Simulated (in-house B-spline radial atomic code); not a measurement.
# Many-body perturbation calculation, with input and output: Ge

System: Ge, core [Ar] 3d10 4s2.
Method: configuration interaction of two valence electrons with many-body perturbation theory for the core (screened one- and two-electron correlation potentials), Breit and QED, no-pair Dirac, B-spline basis (in-house B-spline radial atomic code).

## Results in brief

| quantity | value |
| --- | --- |
| outcome | converged |
| hardware | 1 CPU thread, shared host |
| wall time | 67 s |

## Notes

Caveats: the outer s2 shell is a soft core here, levels are rough; the outer n is counted by energy, so a perturber such as np2 can shift it by one.

## Input
```
basis_form = 3
Z = 32
core_configuration = [Ar] 3d10 4s2
rms_radius = 4.0742
mass_number = 74
speed_of_light = 137.035999084
box_radius = 45.0
lmax = 6
intervals = 68
virtual_cutoff = 2048.0
```

The run was one of a batch that the task file lists, launched with:
```bash
python <driver script> task.json out
```

The program writes its results to a structured record and prints no log; tables and figures of this report are taken from that record.

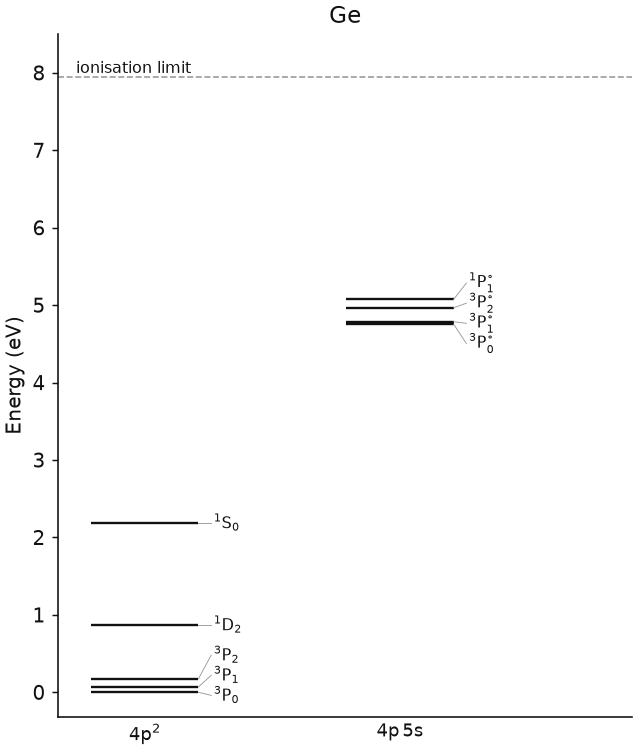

**Figure 1.** Levels of Ge I (neutral germanium), two electrons outside the core [Ar] 3d¹⁰ 4s². CI+MBPT: configuration interaction in the frozen-core Dirac–Hartree–Fock potential with screened core-valence correlation, Breit and QED terms; computed with a B-spline radial code. The lowest level is 4p² ³P₀. The first excited level, 4p² ³P₁, lies at 0.0685 eV. The ground term spreads over 0.175 eV in the order J = 0, 1, 2, a normal multiplet. The lowest level of opposite parity, 4p 5s ³P°₀, is at 4.75 eV. The ionisation energy is 7.948 eV, against 7.120 eV from CI without core-valence correlation and a measured value of 7.899 eV.

```tsv
Level	E (eV)	measured
4p² ³P₀	0	0
4p² ³P₁	0.06850	0.06908
4p² ³P₂	0.1748	0.1748
4p² ¹D₂	0.8674	0.8834
4p² ¹S₀	2.184	2.029
4p 5s ³P°₀	4.755	4.643
4p 5s ³P°₁	4.786	4.674
4p 5s ³P°₂	4.965	4.850
4p 5s ¹P°₁	5.074	4.962
```
